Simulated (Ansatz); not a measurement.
# Relaxation of AgBiSCl2

Wanted: the geometry at rest of AgBiSCl2 (a database entry, slightly rescaled), relaxing cell and atoms at 5 GPa, and its electronic structure there.

Program: Ansatz 0.2.0. Level of theory: DFT, LDA, no spin polarisation, plane waves, PAW. These are calculated values, not measurements.

## (1) The structure

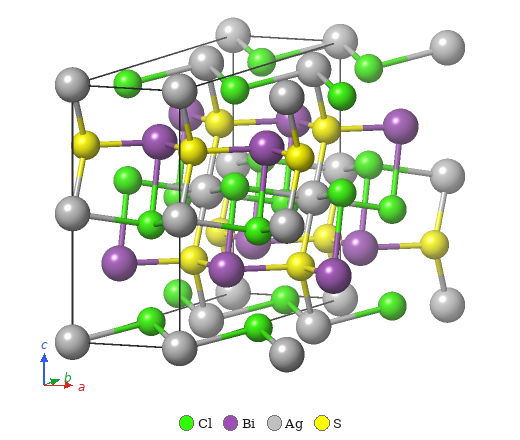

Viewed slightly off an axis; chlorine green, bismuth purple, silver light grey, sulfur yellow. 2×1×1 cells are drawn. The cell drawn here is the conventional one.

Symmetry: Cmcm, No. 63, orthorhombic system. Conventional cell: a = 3.931 Å, b = 13.574 Å, c = 8.735 Å, α = 90.00°, β = 90.00°, γ = 90.00°. Cl (site symmetry m) has 3 Bi at 2.82 to 3.15 Å and 2 Ag at 2.94 Å as nearest neighbours. Around Bi (site symmetry m2m) lie 2 S at 2.62 Å and 6 Cl at 2.82 to 3.15 Å. Ag (site symmetry 2/m) is surrounded by 2 S at 2.44 Å and 4 Cl at 2.94 Å. Around S (site symmetry m2m) lie 2 Ag at 2.44 Å and 2 Bi at 2.62 Å.

Its coordinates follow in the input file.

It starts from an earlier solution of the starting cell (checkpoint.read).

## (2) The walk to rest

Input file input.yaml:

```yaml
crystal:
  lattice:
    - [3.930951, 0.0, 0.0]
    - [1.965475, -6.786854, 0.0]
    - [0.0, 0.0, -8.735006]
  atoms:
    - { symbol: Cl, position: [0.34378, 0.31244, 0.43785] }
    - { symbol: Cl, position: [0.65622, 0.68756, 0.93785] }
    - { symbol: Cl, position: [0.65622, 0.68756, 0.56215] }
    - { symbol: Cl, position: [0.34378, 0.31244, 0.06215] }
    - { symbol: Bi, position: [0.29152, 0.41696, 0.75] }
    - { symbol: Bi, position: [0.70848, 0.58304, 0.25] }
    - { symbol: Ag, position: [0.0, 0.0, 0.5] }
    - { symbol: Ag, position: [0.0, 0.0, 0.0] }
    - { symbol: S, position: [0.91903, 0.16194, 0.75] }
    - { symbol: S, position: [0.08097, 0.83806, 0.25] }
  symmetry: { tolerance: 0.0003 }
kpoints:
  mp_grid: { grid: [6, 6, 2], shift: [0, 0, 0] }
magnetization:
  spin_polarized: false
scf:
  occupations: { method: cold, width: 0.0415 }
  lower_state_search: "off"
hamiltonian:
  pseudopotentials: { kind: paw }
  xc: lda
basis:
  ecutwfc: 420
  fft_grid_basis: typed
relax:
  max_steps: 80
  cell: { p_target: 5.0 }
  f_tol: 0.03
output:
  forces: true
  stress: true
  eigenvalues: true
  bader: true
  populations: true
  elf: true
  write_potential: true
  volumetric_format: npy
  dos:
    e_range: [-12, 8]
    de: 0.05
    projected: { site_lists: { Ag: [Ag], Bi: [Bi], Cl: [Cl], S: [S] } }
checkpoint:
  read: saved_state
```

The run is started by

```
$ ansatz run input.yaml --threads 2 --pin off --max-ram 2560MiB --backend cpu --events-out ev --progress --plain --runs-dir out
```

The log of the run (excerpt; [...] marks lines left out):

```text
Warning: RAYON_NUM_THREADS=2 ignored (pool sized by the plan → 2); use --threads N
[...]
Pseudopotentials: kind: paw
Pseudopotential: Cl, paw, valence charge 7, recommended cutoff 420 eV (normal), Cl.paw.azcp
Pseudopotential: Bi, paw, valence charge 15, recommended cutoff 420 eV (normal), Bi.paw.azcp
Pseudopotential: Ag, paw, valence charge 19, recommended cutoff 420 eV (normal), Ag.paw.azcp
Pseudopotential: S, paw, valence charge 6, recommended cutoff 420 eV (normal), S.paw.azcp
Functional definition: SPW92
[...]
Crystal: 10 atoms, lattice volume = 233.039 Å³
Basis set: ecut = 420 eV, 4533 PW (Γ)
Bands: 65, of which v1, the nominal top of the filled ones, is band 54 counted from 1 (53 counted from 0)
Symmetry: 8 space group operations
Space group: Cmcm (ITA 63), of the structure as read, at distance tolerance 1.8e-3 Å
k-points: 26 of 72
[...]
SCF iter   1: F=—  HF=-45009.249175 eV  |F-HF|=—  |Δ(HF+E_count)|=         —  Δρ=6.11e-4  dr2=6.23e-4  ethr=8.64e-7  ⟨swp⟩=3.0  Hψ=11009  notcnv=0
[...]
relax step   1: F+E_penalty+E_count = -45009.24938863 eV  Δ(F+E_penalty+E_count) = +0.000e0 eV  max|allowed force component| = 6.055e-1 eV/Å  Δτ_max = 0.0000 Å  P = -1.812 GPa  Ω = 233.039 Å³  (6 SCF iters, dr2 threshold 1.00e-7 eV, accepted)
[...]
relax step   4: F+E_penalty+E_count = -45009.18748636 eV  Δ(F+E_penalty+E_count) = +1.686e-2 eV  max|allowed force component| = 4.282e-2 eV/Å  Δτ_max = 0.0123 Å  P = +4.885 GPa  Ω = 207.397 Å³  energy of the carried Pulay correction = +2.870e-3 eV  (5 SCF iters, dr2 threshold 1.00e-6 eV, accepted)
[...]
relax step   5: F+E_penalty+E_count = -45009.15505030 eV  Δ(F+E_penalty+E_count) = +3.244e-2 eV  max|allowed force component| = 4.374e-2 eV/Å  Δτ_max = 0.0240 Å  P = +5.089 GPa  Ω = 206.116 Å³  energy of the carried Pulay correction = +3.022e-3 eV  (5 SCF iters, dr2 threshold 4.88e-7 eV, accepted)
[...]
SCF iter   1: F=—  HF=-45009.152066 eV  |F-HF|=—  |Δ(HF+E_count)|=         —  Δρ=6.12e-4  dr2=1.15e-3  ethr=1.13e-6  ⟨swp⟩=2.3  Hψ=7463  notcnv=0
[...]
```

## (3) The output, continued

Output, continued:

```text
SCF iter   2: F=—  HF=-45009.151796 eV  |F-HF|=—  |Δ(HF+E_count)|=   2.70e-4  S|Δr|=    0.00e0  Δρ=2.86e-4  dr2=1.83e-4  ethr=1.06e-6  ⟨swp⟩=2.3  Hψ=2367  notcnv=0
SCF iter   3: F=—  HF=-45009.151910 eV  |F-HF|=—  |Δ(HF+E_count)|=   1.15e-4  S|Δr|=    0.00e0  Δρ=7.08e-5  dr2=8.89e-6  ethr=1.70e-7  ⟨swp⟩=2.0  Hψ=2364  notcnv=0
SCF iter   4: F=—  HF=-45009.151909 eV  |F-HF|=—  |Δ(HF+E_count)|=   1.74e-6  S|Δr|=    0.00e0  Δρ=1.89e-5  dr2=8.41e-7  ethr=8.24e-9  ⟨swp⟩=2.3  Hψ=2524  notcnv=0
SCF iter   5: F=-45009.151909 eV  HF=-45009.151909 eV  |F-HF|=6.63e-8  |Δ(HF+E_count)|=   1.05e-7  S|Δr|=    0.00e0  Δρ=7.24e-6  dr2=1.20e-7  ethr=3.12e-10  ⟨swp⟩=11.5  Hψ=13065  notcnv=0
SCF 6 converged in 5 iterations: F = -45009.151909 eV  dr2 = 1.20e-7
relax step   6: F+E_penalty+E_count = -45009.15190854 eV  Δ(F+E_penalty+E_count) = +3.142e-3 eV  max|allowed force component| = 1.956e-2 eV/Å  Δτ_max = 0.0090 Å  P = +5.029 GPa  Ω = 205.976 Å³  energy of the carried Pulay correction = +3.039e-3 eV  (5 SCF iters, dr2 threshold 3.37e-7 eV, accepted)
Crystal: 10 atoms, lattice volume = 206.062 Å³
Basis set: ecut = 420 eV, 4011 PW (Γ)
iter 1 solved again at ethr=9.33e-8 eV; its pass at ethr=3.10e-3 eV (dr2=1.01e-4 eV) is discarded
SCF iter   1: F=—  HF=-45009.154621 eV  |F-HF|=—  |Δ(HF+E_count)|=         —  Δρ=2.09e-4  dr2=9.23e-5  ethr=9.33e-8  ⟨swp⟩=3.3  Hψ=8148  notcnv=0
preconditioner: auto → Resta (q_TF=auto, 2.450 Å⁻¹)  ε∞=4.3  [insulator: Δε(μ)=0.905 eV  Ē_g=13.602 eV  σ=0.042 eV  W_gap=1.00  n_scr=58 (ndim 8)  ℏωp=24.8 eV  f_vac=0.011  D(μ)=0.00/eV (n_scr^D=0)  ε∞_Penn≈4.3]
SCF iter   2: F=—  HF=-45009.154608 eV  |F-HF|=—  |Δ(HF+E_count)|=   1.23e-5  S|Δr|=    0.00e0  Δρ=1.08e-4  dr2=1.81e-5  ethr=8.55e-8  ⟨swp⟩=2.4  Hψ=2271  notcnv=0
SCF iter   3: F=—  HF=-45009.154584 eV  |F-HF|=—  |Δ(HF+E_count)|=   2.42e-5  S|Δr|=    0.00e0  Δρ=1.88e-5  dr2=8.09e-7  ethr=1.67e-8  ⟨swp⟩=2.0  Hψ=2407  notcnv=0
SCF iter   4: F=—  HF=-45009.154758 eV  |F-HF|=—  |Δ(HF+E_count)|=   1.74e-4  S|Δr|=    0.00e0  Δρ=5.15e-6  dr2=6.83e-8  ethr=7.49e-10  ⟨swp⟩=2.0  Hψ=2337  notcnv=0
SCF iter   5: F=-45009.154758 eV  HF=-45009.154758 eV  |F-HF|=4.95e-9  |Δ(HF+E_count)|=   1.09e-8  S|Δr|=    0.00e0  Δρ=2.06e-6  dr2=1.00e-8  ethr=1.04e-11  ⟨swp⟩=9.3  Hψ=11280  notcnv=0
SCF 7 converged in 5 iterations: F = -45009.154758 eV  dr2 = 1.00e-8
relax step   7: F+E_penalty+E_count = -45009.15475836 eV  Δ(F+E_penalty+E_count) = -2.850e-3 eV  max|allowed force component| = 1.397e-2 eV/Å  Δτ_max = 0.0049 Å  P = +4.978 GPa  Ω = 206.062 Å³  energy of the carried Pulay correction = +3.029e-3 eV  (5 SCF iters, dr2 threshold 1.12e-8 eV, accepted)
Initial wavefunctions: pseudopotential atomic-orbital guess (no wavefunctions were taken with the density)
iter 1 solved again at ethr=1.52e-7 eV; its pass at ethr=3.10e-3 eV (dr2=1.64e-4 eV) is discarded
SCF iter   1: F=—  HF=-45009.152130 eV  |F-HF|=—  |Δ(HF+E_count)|=         —  Δρ=1.38e-4  dr2=5.67e-6  ethr=1.52e-7  ⟨swp⟩=4.1  Hψ=11585  notcnv=0
preconditioner: auto → Resta (q_TF=auto, 2.450 Å⁻¹)  ε∞=4.3  [insulator: Δε(μ)=0.903 eV  Ē_g=13.602 eV  σ=0.042 eV  W_gap=1.00  n_scr=58 (ndim 8)  ℏωp=24.8 eV  f_vac=0.011  D(μ)=0.00/eV (n_scr^D=0)  ε∞_Penn≈4.3]
SCF iter   2: F=—  HF=-45009.151909 eV  |F-HF|=—  |Δ(HF+E_count)|=   2.21e-4  S|Δr|=    0.00e0  Δρ=6.96e-5  dr2=1.70e-6  ethr=5.25e-9  ⟨swp⟩=2.0  Hψ=3094  notcnv=0
SCF iter   3: F=—  HF=-45009.151909 eV  |F-HF|=—  |Δ(HF+E_count)|=   4.39e-7  S|Δr|=    0.00e0  Δρ=1.96e-5  dr2=1.73e-7  ethr=1.58e-9  ⟨swp⟩=2.1  Hψ=2238  notcnv=0
SCF iter   4: F=—  HF=-45009.151909 eV  |F-HF|=—  |Δ(HF+E_count)|=   3.59e-9  S|Δr|=    0.00e0  Δρ=1.93e-6  dr2=2.45e-9  ethr=1.60e-10  ⟨swp⟩=2.0  Hψ=3094  notcnv=0
SCF iter   5: F=—  HF=-45009.151909 eV  |F-HF|=—  |Δ(HF+E_count)|=  9.46e-11  S|Δr|=    0.00e0  Δρ=3.88e-7  dr2=3.17e-10  ethr=2.27e-12  ⟨swp⟩=2.0  Hψ=2514  notcnv=0
SCF iter   6: F=-45009.151909 eV  HF=-45009.151909 eV  |F-HF|=7.28e-12  |Δ(HF+E_count)|=  2.91e-11  S|Δr|=    0.00e0  Δρ=9.18e-8  dr2=2.49e-11  ethr=1.00e-12  ⟨swp⟩=7.2  Hψ=8664  notcnv=0
SCF 8 converged in 6 iterations: F = -45009.151909 eV  dr2 = 2.49e-11
relax step   8: F+E_penalty+E_count = -45009.15190894 eV  Δ(F+E_penalty+E_count) = +2.849e-3 eV  max|allowed force component| = 1.347e-2 eV/Å  Δτ_max = 0.0000 Å  P = +4.977 GPa  Ω = 206.062 Å³  stress off target by 3.59e-2 GPa  SCF on the basis re-selected at this cell (its energy is not comparable with the rows above)  (6 SCF iters)
basis re-selected at this cell: Δ(F+E_penalty+E_count) = +2.849e-3 eV, ΔP = -0.000 GPa vs the last step (what re-selecting the basis moved, of the pressure what is left beyond the Pulay correction that the steps carried, after the strain that the cell walked since its last selection, with what the two solves' SCF thresholds leave and, on support functions, any second-order correction that the steps lacked; it is no measure of the basis error at this ecutwfc). The dense FFT grid was sized anew with the basis: this SCF ran on 27×45×60 points, the steps before it on 27×48×60, so part of this shift can come from that change (see relax.cell in the input reference). This SCF's stress stands 3.59e-2 GPa from its target on what of the cell is left free (relax.cell.stress_tol is 5.00e-2 GPa) and its largest allowed force component is 1.35e-2 eV/Å (relax.f_tol is 3.00e-2 eV/Å): within both
SCF converged after 6 iterations
Stability not checked: this state was not tested for a lower state beside it, because cold or Methfessel-Paxton smearing, or corrected tetrahedra, fill the levels in a way that the test cannot read (fill_not_monotonic; see scf.lower_state_search)
Free energy (F): -45009.151909 eV
Harris-Foulkes:  -45009.151909 eV  (|F-HF|=7.28e-12)
Internal energy: -45009.151909 eV  (E = F + TS)
E sigma→0 (E₀):  -45009.151909 eV
Fermi energy:    10.281943 eV
Step filling:    the computed levels leave a gap of 0.9027 eV = 21.8 smearing widths at the electron count; against every level under it full and every level over it empty, smearing changes F+E_penalty+E_count by +1.94e-56 meV and its σ→0 estimate by -9.21e-53 meV
--- Per-component energies (eV) ---
  E_band       = -861.613902
  E_kinetic    = 2531.084837
  E_local      = -10279.191356  (includes V_loc(G=0)·N_el)
  E_nonlocal   = 1490.931916
  E_hartree    = 4117.607815
  E_xc         = -1290.608296
  E_vxc        = -1427.265879  (∫ρ·V_xc dr)
  E_paw        = -31886.929853  (= ΣΔE_a)
  E_vpaw       = -1412.388817  (= ΣTr[D̂ρ^β])
  E_aug_tail   = -0.000121  (compensation charges beyond the density's cutoff)
  E_ewald      = -9694.555059
  E_core_change = 2.508207  (= ΣΔE_core)
  E_smearing   = 0.000000  (= −TS)
  E_closure    = 0.000000  (closes the sum)
  Σ components = -45009.151909   (vs F -45009.151909, Δ=0.00e0)
--- Forces (eV/Å), atoms counted from 1 ---
  atom   1  Cl    -0.00000000    -0.00258558     0.00767615
  atom   2  Cl     0.00000000     0.00258558     0.00767615
  atom   3  Cl     0.00000000     0.00258558    -0.00767615
  atom   4  Cl    -0.00000000    -0.00258558    -0.00767615
  atom   5  Bi     0.00000000     0.00513498     0.00000000
  atom   6  Bi    -0.00000000    -0.00513498    -0.00000000
  atom   7  Ag     0.00000000    -0.00000000     0.00000000
  atom   8  Ag     0.00000000    -0.00000000     0.00000000
  atom   9  S     -0.00000000    -0.01347491    -0.00000000
  atom  10  S      0.00000000     0.01347491     0.00000000
  max |Σ_I F_I| component: 1.73e-18 eV/Å
--- Stress (GPa, compression-positive) ---
        4.969093      -0.000000       0.000000
       -0.000000       4.964079       0.000000
        0.000000       0.000000       4.998799
  P = ⅓ Tr σ = 4.9773 GPa (49.773 kbar)
--- Band table (eV; the first three rows and the last of 26) ---
  k-point 0: bands = ["-81.0769", "-81.0769", "-44.7614", "-44.7607", "-44.6142", "-44.6141", "-44.6073", "-44.6073", "-13.7596", "-13.7569", "-13.7083", "-13.6997", "-13.6973", "-13.6924", "-13.6657", "-13.6652", "-13.6633", "-13.6609", "-6.9666", "-6.1862", "-5.8401", "-5.4432", "-4.3897", "-3.8873", "-0.6504", "-0.4498", "3.4807", "3.7977", "4.0190", "4.1494", "4.4451", "4.6190", "4.9915", "5.5316", "5.5330", "5.5508", "5.8602", "6.2034", "6.2215", "6.3104", "6.3393", "6.4185", "6.6190", "6.6660", "6.7919", "6.8325", "6.8970", "7.1073", "7.3464", "7.6474", "7.6501", "8.2781", "8.5251", "8.8132", "10.9367", "11.7609", "11.9847", "12.3398", "12.9322", "13.2339", "13.8566", "14.7978", "14.9771", "15.1273", "16.4376"]
  k-point 1: bands = ["-81.0769", "-81.0769", "-44.7611", "-44.7611", "-44.6141", "-44.6141", "-44.6073", "-44.6073", "-13.7585", "-13.7585", "-13.7037", "-13.7037", "-13.6949", "-13.6949", "-13.6654", "-13.6654", "-13.6622", "-13.6622", "-6.6726", "-6.6726", "-5.6043", "-5.6043", "-4.0344", "-4.0344", "-0.6345", "-0.6345", "3.5333", "3.5333", "4.3524", "4.3524", "4.6886", "4.6886", "4.7076", "4.7076", "5.7296", "5.7296", "5.9503", "5.9503", "6.3233", "6.3233", "6.4342", "6.4342", "6.6280", "6.6280", "6.6578", "6.6578", "7.1285", "7.1285", "7.8545", "7.8545", "7.8623", "7.8623", "8.7150", "8.7150", "11.5158", "11.5158", "11.8988", "11.8988", "12.7650", "12.7650", "13.5898", "13.5898", "15.6044", "15.6044", "17.0214"]
  k-point 2: bands = ["-81.0769", "-81.0769", "-44.7614", "-44.7607", "-44.6142", "-44.6141", "-44.6073", "-44.6073", "-13.7596", "-13.7569", "-13.7083", "-13.6997", "-13.6973", "-13.6924", "-13.6657", "-13.6652", "-13.6633", "-13.6609", "-6.9393", "-6.1666", "-5.8663", "-5.4675", "-4.4341", "-3.8611", "-0.7918", "-0.2900", "3.3809", "3.9431", "3.9543", "4.5087", "4.5180", "4.6344", "5.0393", "5.4559", "5.4703", "5.5732", "5.6997", "5.9280", "6.2024", "6.2031", "6.2324", "6.3606", "6.4388", "6.5318", "6.7691", "6.8826", "6.9723", "7.4178", "7.4564", "7.6865", "7.8023", "8.1781", "8.6890", "9.0313", "10.8543", "11.6843", "11.9356", "12.3826", "12.7021", "13.0375", "13.9261", "14.5948", "15.0309", "15.6691", "15.7517"]
  k-point 25: bands = ["-81.0768", "-81.0768", "-44.7609", "-44.7609", "-44.6140", "-44.6140", "-44.6091", "-44.6091", "-13.7334", "-13.7334", "-13.7141", "-13.7141", "-13.7079", "-13.7079", "-13.6985", "-13.6985", "-13.6225", "-13.6225", "-5.9862", "-5.9862", "-5.7350", "-5.7350", "-3.1722", "-3.1722", "-1.6818", "-1.6818", "3.4131", "3.4131", "3.6085", "3.6085", "3.8950", "3.8950", "4.6646", "4.6646", "5.2012", "5.2012", "5.4161", "5.4161", "5.6803", "5.6803", "6.1213", "6.1213", "6.7513", "6.7513", "7.0256", "7.0256", "7.0844", "7.0844", "7.3381", "7.3381", "7.9849", "7.9849", "9.1221", "9.1221", "11.3870", "11.3870", "12.4328", "12.4328", "12.9245", "12.9245", "14.4367", "14.4367", "15.5491", "15.5491", "16.6171"]
--- Relaxed structure (7 steps of the walk, 7 accepted, 1 SCFs on fresh bases) ---
  F+E_penalty+E_count = -45009.15190894 eV   max|allowed force component| = 1.347e-2 eV/Å   (the final SCF, on the basis selected at the relaxed cell)
  cell:  # Å, volume = 206.0620 Å³
    - [3.8657138757314895, -1.4239712078293684e-7, 1.96840739852049e-33]
    - [1.9328567089457807, -6.214585570204194, 2.0462313658613658e-33]
    - [1.0935044877560362e-33, 1.3668806096950451e-33, -8.577408667156355]
  atoms:
    - { symbol: Cl, position: [0.34727675730926827, 0.30544648538146363, 0.435687035456737] }
    - { symbol: Cl, position: [0.6527232426907321, 0.6945535146185363, 0.9356870354567371] }
    - { symbol: Cl, position: [0.6527232426907321, 0.6945535146185363, 0.5643129645432632] }
    - { symbol: Cl, position: [0.34727675730926827, 0.30544648538146363, 0.06431296454326309] }
    - { symbol: Bi, position: [0.27737768683978753, 0.44524462632042505, 0.7500000000000002] }
    - { symbol: Bi, position: [0.7226223131602125, 0.554755373679575, 0.25000000000000006] }
    - { symbol: Ag, position: [-6.3900019031108934e-21, 1.2780026474540125e-20, 0.5000000000000001] }
    - { symbol: Ag, position: [-6.3900019031074515e-21, 1.2780026474540125e-20, -2.4824302867911062e-21] }
    - { symbol: S, position: [0.9214356532437546, 0.15712869351249104, 0.7500000000000002] }
    - { symbol: S, position: [0.07856434675624574, 0.8428713064875086, 0.25000000000000006] }
--- Löwdin populations: 10 sites ---
  site symbol       q [e]
     0     Cl      7.3634
     1     Cl      7.3634
     2     Cl      7.3634
     3     Cl      7.3634
     4     Bi     14.1012
     5     Bi     14.1012
     6     Ag     18.4702
     7     Ag     18.4702
     8      S      6.4449
     9      S      6.4449
  spilling = 0.004757 (of n_electrons = 108.000000)
--- Bader charges: 10 sites ---
  site symbol  charge [e]  shift [e]
     0     Cl     -0.5864     0.0000
     1     Cl     -0.5865     0.0000
     2     Cl     -0.5864     0.0000
     3     Cl     -0.5865     0.0000
     4     Bi      1.4111     0.0008
     5     Bi      1.4111     0.0008
     6     Ag      0.4201     0.0033
     7     Ag      0.4201     0.0033
     8      S     -0.6583     0.0040
     9      S     -0.6583     0.0040
  estimated error of the sums over rays = 3.2e-4 e
```

It took 2.6 min on 2 threads of Intel Xeon Platinum 8259CL at 2.50GHz (Skylake/Cascade Lake), shared host; peak memory 0.77 GiB.

Relaxation path:

```csv
step,energy from step 1 (eV/cell),largest force component (eV/Å),pressure (GPa),volume (Å³)
1,0.0000,0.6055,-1.81,233.04
2,0.3090,0.4324,7.78,202.87
3,0.0450,0.0458,4.66,208.52
4,0.0619,0.0428,4.88,207.40
5,0.0943,0.0437,5.09,206.12
6,0.0975,0.0196,5.03,205.98
7,0.0946,0.0140,4.98,206.06
8,0.0975,0.0135,4.98,206.06
```

Step 1 is the start. Step 8 repeats the geometry before on a plane-wave basis chosen anew for that cell, so the energy can jump there without any move; the table keeps such jumps.

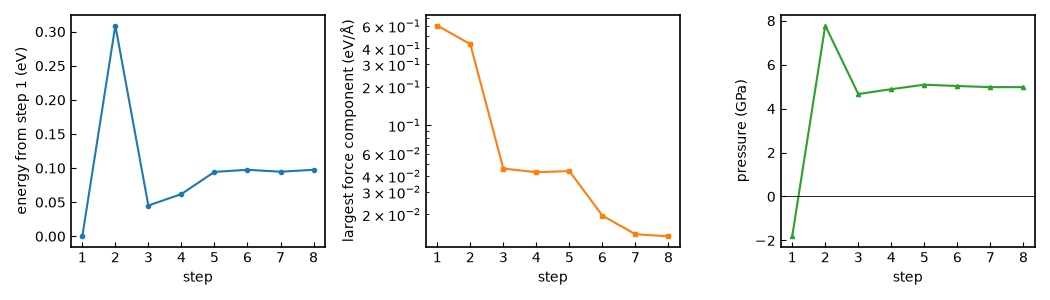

How energy and force, and the pressure, went from step to step.

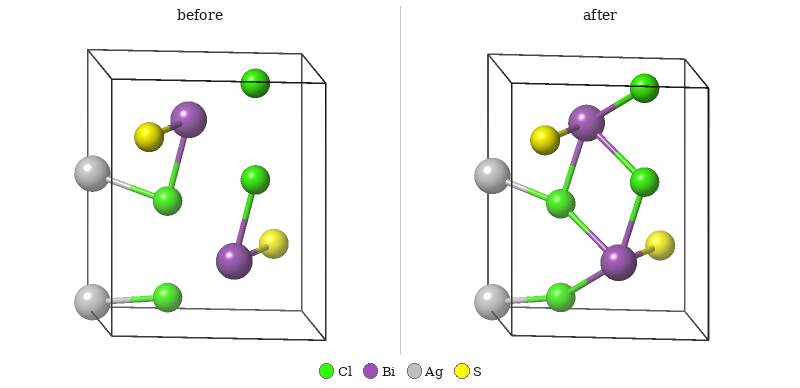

Before and after, at one scale. Each atom of the cell is drawn once.

| input's cell | before | after | change |
| --- | --- | --- | --- |
| a (Å) | 3.931 | 3.866 | -1.7 % |
| b (Å) | 7.066 | 6.508 | -7.9 % |
| c (Å) | 8.735 | 8.577 | -1.8 % |
| γ (°) | 73.85 | 72.72 | -1.13° |
| volume (Å³/atom) | 23.30 | 20.61 | -11.6 % |

The largest move, 0.18 Å, apart from the change of the cell, is shared by several atoms, Bi5 among them.

At a target of 5 GPa the walk lowers the enthalpy E + PV, so the energy alone may rise.

## (4) Total and projected density of states

States per cell by energy window, from dos.tsv and pdos.tsv (tetrahedra; eV from the Fermi level):

```csv
from,to,total,Ag d,Bi p,Cl p,S p
-5.0,-4.5,7.57,3.00,0.24,3.17,0.84
-4.5,-4.0,6.97,3.25,0.14,2.92,0.43
-4.0,-3.5,5.86,3.57,0.20,1.46,0.48
-3.5,-3.0,5.25,1.72,0.21,2.23,0.92
-3.0,-2.5,4.82,1.40,0.39,1.33,1.46
-2.5,-2.0,4.19,1.47,0.18,1.47,0.85
-2.0,-1.5,0.67,0.21,0.04,0.17,0.19
-1.5,-1.0,2.62,0.85,0.11,0.61,0.77
-1.0,-0.5,1.01,0.32,0.03,0.26,0.29
-0.5,0.0,0.00,0.00,0.00,0.00,0.00
0.0,0.5,0.00,0.00,0.00,0.00,0.00
0.5,1.0,0.30,0.00,0.18,0.03,0.03
1.0,1.5,2.62,0.03,1.55,0.35,0.23
1.5,2.0,2.80,0.03,1.62,0.48,0.28
2.0,2.5,4.15,0.06,2.29,0.54,0.66
2.5,3.0,2.12,0.03,1.08,0.20,0.46
```

On the mesh the valence top lies at -0.48 eV and the conduction bottom at 0.42 eV on this scale.

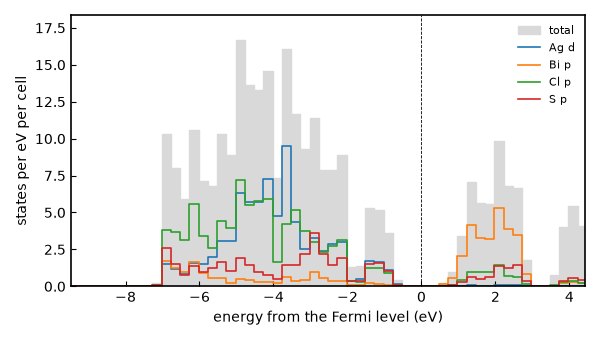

Total and projected density of states, in bins of 0.25 eV.

[end of part 1 of 2]
